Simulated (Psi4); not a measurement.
**Single-point calculation, with input and output: C2H5B (part 1 of 2)**

C2H5B, SMILES BC=C, computed with DLPNO-CCSD(T)/DZVP, RHF (Psi4 1.11).

The geometry comes from this level: PBE0-D4/def2-TZVP.

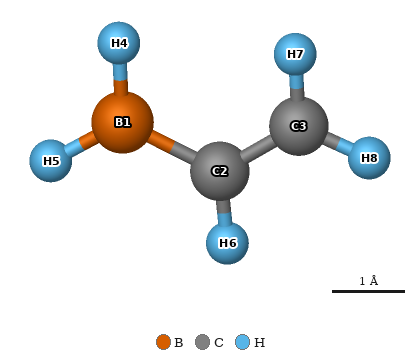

*The structure as given in the input (ball-and-stick view, seen at a tilt; atoms are numbered from 1 in the order of the input).*

Bond lengths as drawn: B–C 1.53 Å, B–H 1.20 Å, C–C 1.34 Å and C–H 1.09 Å.

Input file (calc.dat):
```
memory 1.6 GB

molecule geom {
  0 1
  B     -1.17011842     1.65596700    -1.31128096
  C      0.60849181     0.51684010     0.67557709
  C      0.86832915    -1.99233825     0.87966751
  H     -2.31756012     0.25681378    -2.67358452
  H     -1.44148309     3.88962328    -1.53710323
  H      1.69584022     1.69980865     1.96021291
  H     -0.17517761    -3.25505325    -0.35791413
  H      2.10572182    -2.87956467     2.25916758
  units au
  symmetry c1
  no_reorient
  no_com
}

set {
  basis DZVP
  reference rhf
  freeze_core true
  pno_convergence normal
  scf_type df
}

energy('dlpno-ccsd(t)')
```

Run as:
```bash
psi4 -n 1 calc.dat calc.out
```

The program's output:
```
Psi4 1.11 release

   => Loading Basis Set <=

    Name: DZVP
    Role: ORBITAL
    Keyword: BASIS

         ---------------------------------------------------------
                                   SCF
                              RHF Reference
                        1 Threads,   1525 MiB Core
         ---------------------------------------------------------

  ==> Geometry <==

    Molecular point group: c1
    Full point group: C1

    Geometry (in Bohr), charge = 0, multiplicity = 1:

       Center              X                  Y                   Z               Mass
    ------------   -----------------  -----------------  -----------------  -----------------
         B           -1.170118420000     1.655967000000    -1.311280960000    11.009305360000
         C            0.608491810000     0.516840100000     0.675577090000    12.000000000000
         C            0.868329150000    -1.992338250000     0.879667510000    12.000000000000
         H           -2.317560120000     0.256813780000    -2.673584520000     1.007825032230
         H           -1.441483090000     3.889623280000    -1.537103230000     1.007825032230
         H            1.695840220000     1.699808650000     1.960212910000     1.007825032230
         H           -0.175177610000    -3.255053250000    -0.357914130000     1.007825032230
         H            2.105721820000    -2.879564670000     2.259167580000     1.007825032230

  Running in c1 symmetry.

  Rotational constants: A =      1.59145  B =      0.34131  C =      0.28110 [cm^-1]
  Rotational constants: A =  47710.42766  B =  10232.12465  C =   8427.12119 [MHz]
  Nuclear repulsion =   58.087442239665663

  Charge       = 0
  Multiplicity = 1
  Electrons    = 22
  Nalpha       = 11
  Nbeta        = 11

  ==> Algorithm <==

  SCF Algorithm Type is DF.
  DIIS enabled.
  MOM disabled.
  Fractional occupation disabled.
  Guess Type is SAD.
  Energy threshold   = 1.00e-08
  Density threshold  = 1.00e-08
  Integral threshold = 1.00e-12

  ==> Primary Basis <==

  Basis Set: DZVP
    Blend: DZVP
    Number of shells: 28
    Number of basis functions: 52
    Number of Cartesian functions: 55
    Spherical Harmonics?: true
    Max angular momentum: 2

   => Loading Basis Set <=

    Name: (DZVP AUX)
    Role: JKFIT
    Keyword: DF_BASIS_SCF

  ==> Integral Setup <==

  DFHelper Memory: AOs need 0.008 GiB; user supplied 1.118 GiB.
  SCF_SUBTYPE=INCORE selected. In-core MEM_DF algorithm will be used.
  Using in-core AOs.

  ==> MemDFJK: Density-Fitted J/K Matrices <==

    J tasked:                   Yes
    K tasked:                   Yes
    wK tasked:                   No
    Memory [MiB]:              1144
    Algorithm:                 Core
    Schwarz Cutoff:           1E-12
    Mask sparsity (%):       0.0000
    Fitting Condition:        1E-10

   => Auxiliary Basis Set <=

  Basis Set: (DZVP AUX)
    Blend: DGAUSS-DZVP-MIX
    Number of shells: 105
    Number of basis functions: 315
    Number of Cartesian functions: 367
    Spherical Harmonics?: true
    Max angular momentum: 4

  Minimum eigenvalue in the overlap matrix is 3.4934684010E-03.
  Reciprocal condition number of the overlap matrix is 6.7987762326E-04.
    Using symmetric orthogonalization.

  ==> Pre-Iterations <==

  SCF Guess: Superposition of Atomic Densities via on-the-fly atomic UHF (no occupation information).

   -------------------------
    Irrep   Nso     Nmo
   -------------------------
     A         52      52
   -------------------------
    Total      52      52
   -------------------------

  ==> Iterations <==

                           Total Energy        Delta E     RMS |[F,P]|

   @DF-RHF iter SAD:  -102.26194794696522   -1.02262e+02   0.00000e+00
   @DF-RHF iter   1:  -103.20873343138332   -9.46785e-01   6.26674e-03 ADIIS/DIIS
   @DF-RHF iter   2:  -103.26947834658198   -6.07449e-02   2.78113e-03 ADIIS/DIIS
   @DF-RHF iter   3:  -103.28116862447332   -1.16903e-02   5.28559e-04 ADIIS/DIIS
   @DF-RHF iter   4:  -103.28184254120181   -6.73917e-04   1.76245e-04 ADIIS/DIIS
   @DF-RHF iter   5:  -103.28189818036378   -5.56392e-05   3.33507e-05 DIIS
   @DF-RHF iter   6:  -103.28190397571099   -5.79535e-06   1.80387e-05 DIIS
   @DF-RHF iter   7:  -103.28190510216257   -1.12645e-06   6.54288e-06 DIIS
   @DF-RHF iter   8:  -103.28190530712365   -2.04961e-07   9.15889e-07 DIIS
   @DF-RHF iter   9:  -103.28190531081135   -3.68770e-09   1.50472e-07 DIIS
   @DF-RHF iter  10:  -103.28190531089344   -8.20819e-11   3.27081e-08 DIIS
   @DF-RHF iter  11:  -103.28190531089857   -5.13012e-12   7.23294e-09 DIIS
  Energy and wave function converged.

  ==> Post-Iterations <==

    Orbital Energies [Eh]
    ---------------------

    Doubly Occupied:

       1A    -11.258859     2A    -11.216604     3A     -7.602107
       4A     -1.047918     5A     -0.807299     6A     -0.690958
       7A     -0.629050     8A     -0.566168     9A     -0.478091
      10A     -0.471630    11A     -0.392084

    Virtual:

      12A      0.057780    13A      0.167553    14A      0.191572
      15A      0.200717    16A      0.262204    17A      0.286707
      18A      0.301844    19A      0.346413    20A      0.374513
      21A      0.401775    22A      0.428294    23A      0.447089
      24A      0.496455    25A      0.504808    26A      0.611835
      27A      0.613901    28A      0.707963    29A      0.787248
      30A      0.820898    31A      0.955238    32A      1.002076
      33A      1.031211    34A      1.049349    35A      1.075516
      36A      1.088630    37A      1.158553    38A      1.199789
      39A      1.337673    40A      1.400593    41A      1.486040
      42A      1.538955    43A      1.689600    44A      1.879237
      45A      1.890490    46A      1.977775    47A      2.049679
      48A      2.139724    49A      2.218735    50A      2.371842
      51A      2.477227    52A      2.782010

    Final Occupation by Irrep:
              A
    DOCC [    11 ]
    NA   [    11 ]
    NB   [    11 ]

  @DF-RHF Final Energy:  -103.28190531089857

   => Energetics <=

    Nuclear Repulsion Energy =             58.0874422396656627
    One-Electron Energy =                -252.4171630931929826
    Two-Electron Energy =                  91.0478155426287401
    Total Energy =                       -103.2819053108985656

Computation Completed

Properties will be evaluated at   0.000000,   0.000000,   0.000000 [a0]

Properties computed using the SCF density matrix

 Multipole Moments:

 ------------------------------------------------------------------------------------
     Multipole            Electronic (a.u.)      Nuclear  (a.u.)        Total (a.u.)
 ------------------------------------------------------------------------------------

 L = 1.  Multiply by 2.5417464519 to convert [e a0] to [Debye]
 Dipole X            :         -2.6607107            2.8776749            0.2169642
 Dipole Y            :          0.5158450           -0.8615261           -0.3456811
 Dipole Z            :         -2.1909320            2.4258414            0.2349094
 Magnitude           :                                                    0.4709048

 ------------------------------------------------------------------------------------

	total time  =          1 seconds =       0.02 minutes

  //>>>>>>>>>>>>>>>>>>>>>>>>>>>>>>>>>>>//
  //           DLPNO-CCSD(T)           //
  //<<<<<<<<<<<<<<<<<<<<<<<<<<<<<<<<<<<//

   => Loading Basis Set <=

    Name: (DZVP AUX)
    Role: RIFIT
    Keyword: DF_BASIS_CC

   --------------------------------------------
                    DLPNO-CCSD
   --------------------------------------------

  DLPNO convergence set to NORMAL.

  Detailed DLPNO thresholds and cutoffs:
    T_CUT_PNO        = 3.3300e-07
    T_DIAG_SCALE     = 3.0000e-02
    T_CORE_SCALE     = 1.0000e-02
    T_CUT_TRACE      = 9.9000e-01
    T_CUT_ENERGY     = 9.9000e-01
    T_CUT_PAIRS      = 1.0000e-04
    T_CUT_PAIRS_MP2  = 1.0000e-06
    T_CUT_PRE        = 1.0000e-06
    T_CUT_DO_PRE     = 3.0000e-02
    T_CUT_MKN        = 1.0000e-03
    T_CUT_PNO_MP2    = 3.3300e-09
    T_CUT_TRACE_MP2  = 9.9900e-01
    T_CUT_ENERGY_MP2 = 9.9700e-01
    T_CUT_DO         = 1.0000e-02
    T_CUT_DO_IJ      = 1.0000e-05
    T_CUT_DO_UV      = 1.0000e-05
    T_CUT_CLMO       = 1.0000e-04
    T_CUT_CPAO       = 1.0000e-04
    S_CUT            = 1.0000e-08
    F_CUT            = 1.0000e-05
    INTS_TOL (AO)    = 1.0000e-10
    MIN_PNOS         =      5

  ==> Basis Set Information <==

   ----------------------------------------------
      NBF   NFRZC   NACT   NDOCC   NVIR   NAUX
   ----------------------------------------------
       52      3      8      11      41    378
   ----------------------------------------------

  ==> Boys Localizer <==

    Convergence =   1.000E-12
    Maxiter     =        1000

    Iteration                   Metric       Residual
    @Boys    0   1.0368292790404169E+01              -
    @Boys    1   4.8547071595736980E+01   3.682263E+00
    @Boys    2   5.7053792542971593E+01   1.752262E-01
    @Boys    3   5.7256539264206246E+01   3.553606E-03
    @Boys    4   5.7264211949033289E+01   1.340054E-04
    @Boys    5   5.7264666240836597E+01   7.933259E-06
    @Boys    6   5.7264677779832063E+01   2.015029E-07
    @Boys    7   5.7264677993613873E+01   3.733223E-09
    @Boys    8   5.7264678003749765E+01   1.770008E-10
    @Boys    9   5.7264678004124626E+01   6.546113E-12
    @Boys   10   5.7264678004156572E+01   5.578657E-13

    Boys Localizer converged.

  ==> Crude Prescreening (Determines Semicanonical-MP2 Pairs) <==

    T_CUT_MKN set to 1.000e-01
    T_CUT_DO  set to 2.000e-02

  ==> Forming Local MO Domains <==

    Auxiliary BFs per Local MO:
      Average =  158 AUX BFs (2 atoms)
      Min     =  120 AUX BFs (2 atoms)
      Max     =  222 AUX BFs (2 atoms)

    Projected AOs per Local MO:
      Average =   46 PAOs (6 atoms)
      Min     =   32 PAOs (4 atoms)
      Max     =   52 PAOs (8 atoms)

    Local MOs per Local MO:
      Average =    8 LMOs
      Min     =    8 LMOs
      Max     =    8 LMOs

    Screened 0 of 64 LMO pairs (0.00 %)
             0 pairs met overlap criteria
             8 pairs met energy criteria

    Screened LMO pair energy =  0.000000000000

  ==> Merging LMO Domains into LMO Pair Domains <==

    Auxiliary BFs per Local MO pair:
      Average =  244 AUX BFs (3 atoms)
      Min     =  120 AUX BFs (2 atoms)
      Max     =  342 AUX BFs (4 atoms)

    Local MOs per Local MO pair:
      Average =    8 LMOs
      Min     =    8 LMOs
      Max     =    8 LMOs

    Projected AOs per Local MO pair:
      Average =   49 PAOs (7 atoms)
      Min     =   32 PAOs (4 atoms)
      Max     =   52 PAOs (8 atoms)

  ==> Transforming 3-Index Integrals to LMO/PAO basis <==

  ==> Initial semi-canonical MP2 prescreening of pairs <==

  ==> Semi-Canonical MP2 Pair Prescreening <==

    Eliminated Pairs (SC-LMP2)         = 0
    Surviving Pairs                    = 64
    Surviving Pairs / Non-dipole Pairs = (100.00 %)
    Eliminated Pair dE                 = 0.000000000000

  ==> Refined Prescreening (Determines Strong and Weak Pairs) <==

    T_CUT_MKN reset to 1.000e-03
    T_CUT_DO  reset to 1.000e-02

  ==> Forming Local MO Domains <==

    Auxiliary BFs per Local MO:
      Average =  345 AUX BFs (5 atoms)
      Min     =  240 AUX BFs (4 atoms)
      Max     =  369 AUX BFs (7 atoms)

    Projected AOs per Local MO:
      Average =   50 PAOs (7 atoms)
      Min     =   48 PAOs (6 atoms)
      Max     =   52 PAOs (8 atoms)

    Local MOs per Local MO:
      Average =    8 LMOs
      Min     =    8 LMOs
      Max     =    8 LMOs

  ==> Merging LMO Domains into LMO Pair Domains <==

    Auxiliary BFs per Local MO pair:
      Average =  367 AUX BFs (6 atoms)
      Min     =  240 AUX BFs (4 atoms)
      Max     =  378 AUX BFs (8 atoms)
```
